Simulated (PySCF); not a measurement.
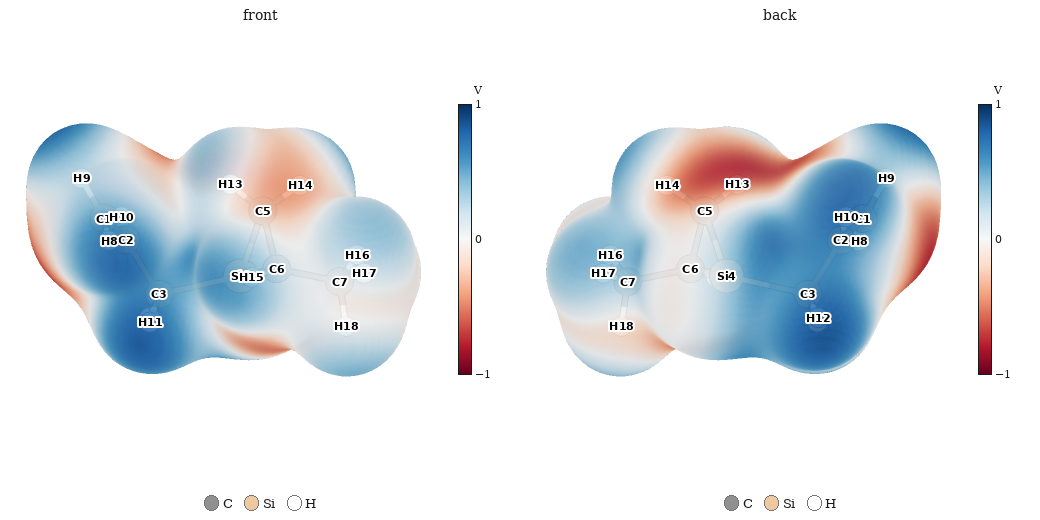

C$_{6}$H$_{11}$Si (doublet). The molecular electrostatic potential painted on the density surface at 0.002 e/bohr³, seen from the front and from behind; red is negative and blue positive.

Geometry: GFN2-xTB.

All numbers below come from UKS B3LYP, pcH-1 on C H Si, non-relativistic, mean-field spin-orbit, GIAO in PySCF 2.14.0, density-fitted response routines.

```xyz
18

C    -2.7469    0.5373    0.4788
C    -2.3579   -0.4494   -0.3126
C    -1.3709   -1.4848    0.0672
Si    0.3727   -0.9577   -0.5857
C     0.7396    0.8953   -0.6606
C     1.4453    0.1652    0.5110
C     2.9514    0.1445    0.4733
H    -2.3848    0.6252    1.4907
H    -3.4452    1.2892    0.1540
H    -2.7290   -0.5083   -1.3279
H    -1.3067   -1.5821    1.1507
H    -1.6417   -2.4521   -0.3505
H    -0.0232    1.6118   -0.3782
H     1.4115    1.3086   -1.4002
H     1.0677    0.4395    1.4935
H     3.3551    1.1298    0.7109
H     3.3043   -0.1395   -0.5157
H     3.3500   -0.5660    1.1957
```

Q: Where is the surface potential most negative and most positive?

A: The most negative region (about −0.7 V) lies over the π face of C1, C2 and C5, the most positive (about +0.8 V) over H8, H10, H11 and H12.
